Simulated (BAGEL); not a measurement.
**A workflow on CH2FNSi (SMILES FC1=N[SiH2]1)**

Wanted: a single-point energy (HF/def2-SV(P)), then a single-point energy (NEVPT2(2,2)/def2-SV(P)), then the energy (CASPT2(2,2)/def2-SV(P)) of CH2FNSi. 

Program for the calculation: BAGEL 1.2.2.

2 further runs of the same task are left out: 2 set aside as unsound or not needed.

### 1 The system as given

CH2FNSi has 6 atoms, charge 0, and is taken as a singlet. SMILES: `FC1=N[SiH2]1`. The Si4–H6 distance was set to 3.396 Å, away from the relaxed value. At this shape a bond of the SMILES string is far longer than usual.

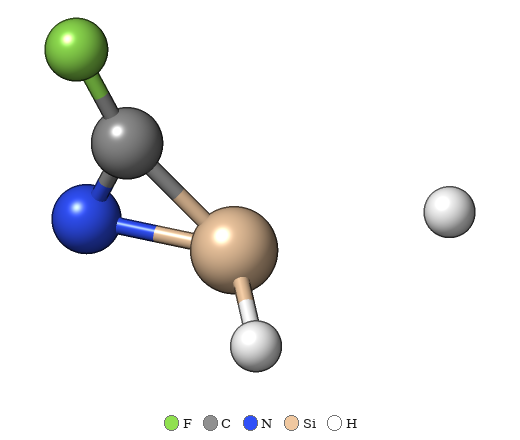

The structure, seen from a chosen angle (fluorine green, carbon grey, nitrogen blue, silicon light orange, hydrogen white).

### 2 A single-point energy at HF/def2-SV(P) (density fitting with svp-jkfit) (run 1)

Contents of input.json:

```json
{ "bagel" : [

{
  "title" : "molecule",
  "basis" : "def2-sv_p_.json",
  "df_basis" : "svp-jkfit",
  "angstrom" : true,
  "geometry" : [
    { "atom" : "F", "xyz" : [       2.336874,      -2.801836,      -0.342556 ] },
    { "atom" : "C", "xyz" : [       1.426774,      -2.008936,      -0.860456 ] },
    { "atom" : "N", "xyz" : [       0.289674,      -2.304436,      -1.318556 ] },
    { "atom" : "Si", "xyz" : [       0.629374,      -0.538936,      -1.427956 ] },
    { "atom" : "H", "xyz" : [       0.915474,       0.049864,      -2.751556 ] },
    { "atom" : "H", "xyz" : [      -0.987300,       1.572700,       0.684600 ] }
  ]
},

{ "title" : "hf", "charge" : 0 },

{ "title" : "print", "file" : "orbitals.molden", "orbitals" : true }

]}
```

The basis set def2-SV(P) is read from a file made from the Basis Set Exchange's data (not shown).

Run with:

```
BAGEL_NUM_THREADS=1 BAGEL input.json > input.out
```

The program printed:

```text
* using 1 threads per process

  ===============================================================
  ===============================================================

  *** Geometry ***

  { "atom" : "F", "xyz" : [      4.416052,     -5.294703,     -0.647337 ] },
  { "atom" : "C", "xyz" : [      2.696212,     -3.796339,     -1.626026 ] },
  { "atom" : "N", "xyz" : [      0.547405,     -4.354753,     -2.491710 ] },
  { "atom" : "Si", "xyz" : [      1.189344,     -1.018441,     -2.698446 ] },
  { "atom" : "H", "xyz" : [      1.729995,      0.094229,     -5.199687 ] },
  { "atom" : "H", "xyz" : [     -1.865727,      2.971972,      1.293707 ] },

  Number of auxiliary basis functions:      393

  Since a DF basis is specified, we compute 2- and 3-index integrals:
    o Being stored without compression. Storage requirement is 0.013 GB

  Number of basis functions:       64
  Number of electrons      :       38

    * METHOD: MOLECULE                             0.13

  *** RHF ***

  === Nuclear Repulsion ===
   142.9692966281

      * DIIS with orbital gradients will be used.

  === RHF iteration (def2-sv_p_.json) ===
      0       -481.07122646          0.02413633           0.03
      1       -481.19144276          0.01889870           0.03
      2       -481.31166847          0.00196415           0.03
[... 14 lines of this table left out ...]
     17       -481.31462576          0.00000001           0.03
    * SCF iteration converged.

    * Permanent dipole moment:
           (   -0.570201,    -0.518081,     0.852195) a.u.

    * METHOD: HF                                   0.65

    * METHOD: PRINT                                0.01

  ===============================================================
```

It took 0.93 s on 1 thread of Arm Neoverse V1, shared host; peak memory 0.14 GiB.

### 3 A single-point energy at NEVPT2(2,2)/def2-SV(P) (density fitting with svp-jkfit) (run 2)

Contents of calc.json:

```json
{ "bagel": [

{
  "title": "molecule",
  "basis": "def2-sv_p_.json",
  "df_basis": "svp-jkfit",
  "angstrom": true,
  "geometry": [
    { "atom": "F", "xyz": [       2.336874,      -2.801836,      -0.342556 ] },
    { "atom": "C", "xyz": [       1.426774,      -2.008936,      -0.860456 ] },
    { "atom": "N", "xyz": [       0.289674,      -2.304436,      -1.318556 ] },
    { "atom": "Si", "xyz": [       0.629374,      -0.538936,      -1.427956 ] },
    { "atom": "H", "xyz": [       0.915474,       0.049864,      -2.751556 ] },
    { "atom": "H", "xyz": [      -0.987300,       1.572700,       0.684600 ] }
  ]
},

{
  "title": "hf"
},

{
  "title": "nevpt2",
  "nstate": 1,
  "nact": 2,
  "nclosed": 18,
  "active": [19, 20],
  "maxiter": 200,
  "natocc": true,
  "ncore": 8
},

{
  "title": "print",
  "file": "orbitals.molden",
  "orbitals": true
}

]}
```

The basis set def2-SV(P) is read from a file made from the Basis Set Exchange's data (not shown).

Run with:

```
BAGEL_NUM_THREADS=1 BAGEL calc.json > calc.out
```

The program printed:

```text
* using 1 threads per process

  ===============================================================
  ===============================================================

  *** Geometry ***

[... 30 lines left out ...]
    * SCF iteration converged.
[... 1 line left out ...]
    * Permanent dipole moment:
[... 28 lines left out ...]
    * Second-order optimization converged. *
[... 9 lines left out ...]
     * ci vector, state   0, <S^2> = 0.0000
       2.     0.8251917463
       .2    -0.5648527082

  === DF-NEVPT2 calculation ===

    * 3-index integral transformation done
    * assembly done

      NEVPT2 correlation energy:   -0.5348347441      0.08

          (+0)     -0.5007013600
          (+0)'    -0.0036738079
          (+1)     -0.0110465512
          (+1)'    -0.0000000000
          (+2)     -0.0000809300
          (-1)     -0.0192311993
          (-1)'     0.0000000000
          (-2)     -0.0001008957

      NEVPT2 total energy:       -481.9503964182

    * METHOD: NEVPT2                               1.76

    * METHOD: PRINT                                0.01

  ===============================================================
```

Run time: 2.7 s. Hardware: 1 thread of Arm Neoverse V1, shared host; peak memory 0.14 GiB.

### 4 A single-point energy at CASPT2(2,2)/def2-SV(P) (density fitting with svp-jkfit) (run 3)

calc.json, as its differences from that of step 3:

```diff
@@ -22,3 +22,3 @@
 {
-  "title": "nevpt2",
+  "title": "casscf",
   "nstate": 1,
@@ -28,4 +28,3 @@
   "maxiter": 200,
-  "natocc": true,
-  "ncore": 8
+  "natocc": true
 },
@@ -36,2 +35,13 @@
   "orbitals": true
+},
+
+{
+  "title": "smith",
+  "method": "caspt2",
+  "ms": true,
+  "xms": true,
+  "sssr": true,
+  "shift": 0.2,
+  "shift_imag": true,
+  "ncore": 8
 }
```

The basis set def2-SV(P) is read from a file made from the Basis Set Exchange's data (not shown).

Run with:

```
BAGEL_NUM_THREADS=1 BAGEL calc.json > calc.out
```

The program printed:

```text
* using 1 threads per process

  ===============================================================
  ===============================================================

  *** Geometry ***

[... 32 lines left out ...]
    * Permanent dipole moment:
[... 37 lines left out ...]
     * ci vector, state   0, <S^2> = 0.0000
[... 21 lines left out ...]
       #      aibj      arbs      arbi      airj      risj      airs      arst      rist         Etot      error   time
[... 7 lines left out ...]
      ------------------------------------------------------------------------------------------------------------------

    * CASPT2 energy : state  0     -481.9547313741
        w/o shift correction       -481.9516521329
        reference weight              0.8505731312

    * METHOD: SMITH                                0.25

  ===============================================================
```

Wall time 2.9 s (1 thread of Arm Neoverse V1, shared host); peak memory 0.14 GiB.

### 5 Results

| quantity | value |
| --- | --- |
| run 1, HF/def2-SV(P): total energy | -481.31463 Eh |
| run 1, HF/def2-SV(P): dipole moment | 2.92 D |
| run 1, HF/def2-SV(P): HOMO energy | -8.49 eV |
| run 1, HF/def2-SV(P): LUMO energy | -2.02 eV |
| run 1, HF/def2-SV(P): HOMO–LUMO gap | 6.48 eV |
| run 2, NEVPT2(2,2)/def2-SV(P): total energy | -481.95040 Eh |
| run 3, CASPT2(2,2)/def2-SV(P): total energy | -481.95473 Eh |

What this shows: One bond (run 1, HF/def2-SV(P)) is far stretched, which a spin-restricted single reference describes badly; a broken-symmetry solution may lie lower.
